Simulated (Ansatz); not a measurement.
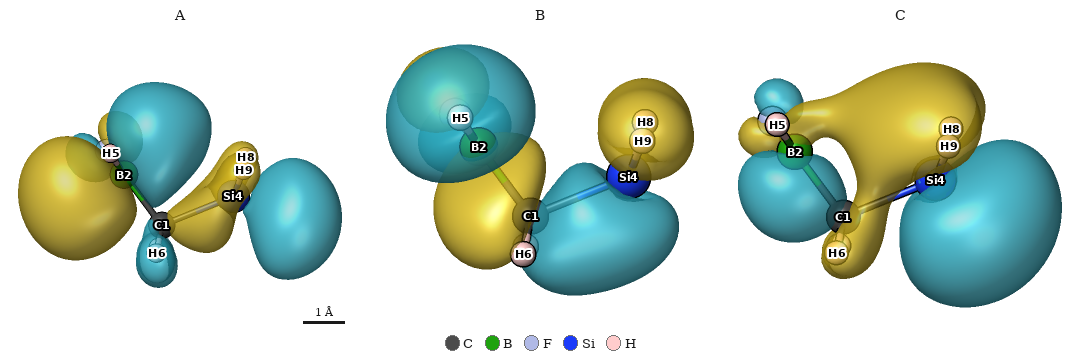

*CH5BFSi (SMILES FBC[SiH2]) (doublet). Three frontier orbitals at ±0.06 Å⁻³ᐟ² (yellow and cyan are the two phases), in no order.*

Geometry: PBE0-D3(BJ)/def2-SVP.

These are results of isolated molecule in a Gaussian basis; Kohn-Sham density functional theory, functional PBE0 (Ansatz 0.2.0), not measurements.

```json
{"atom": "C", "x (Å)": "-1.2116", "y (Å)": "0.9452", "z (Å)": "1.8095"}
{"atom": "B", "x (Å)": "-0.5145", "y (Å)": "1.6585", "z (Å)": "0.6214"}
{"atom": "F", "x (Å)": "-1.2462", "y (Å)": "2.1961", "z (Å)": "-0.3494"}
{"atom": "Si", "x (Å)": "-1.2456", "y (Å)": "-0.8841", "z (Å)": "1.3112"}
{"atom": "H", "x (Å)": "0.6894", "y (Å)": "1.7167", "z (Å)": "0.4922"}
{"atom": "H", "x (Å)": "-0.6295", "y (Å)": "1.0098", "z (Å)": "2.7413"}
{"atom": "H", "x (Å)": "-2.2473", "y (Å)": "1.2817", "z (Å)": "1.9713"}
{"atom": "H", "x (Å)": "-1.9888", "y (Å)": "-1.0989", "z (Å)": "0.0305"}
{"atom": "H", "x (Å)": "0.1327", "y (Å)": "-1.4566", "z (Å)": "1.2065"}
```

Q: Order the three orbitals by energy and name them. All are α orbitals.

A: B is the HOMO−1 (α) (−9.14 eV). Its weight (Hirshfeld) is mainly on C1 (about 25 %), B2 (about 20 %), H5 (about 20 %), F3 (about 15 %) and Si4 (about 15 %). C is the HOMO (α) (−6.24 eV). By Hirshfeld shares it lies mainly on Si4 (about 70 %), C1 (about 10 %) and B2 (about 5 %). A is the LUMO (α) (−0.59 eV). By Hirshfeld shares it lies mainly on B2 (about 45 %), Si4 (about 20 %), F3 (about 10 %), C1 (about 10 %) and H5 (about 10 %).

Q: What is the gap between the highest occupied and lowest empty α orbitals?

A: 5.65 eV between the orbital energies.
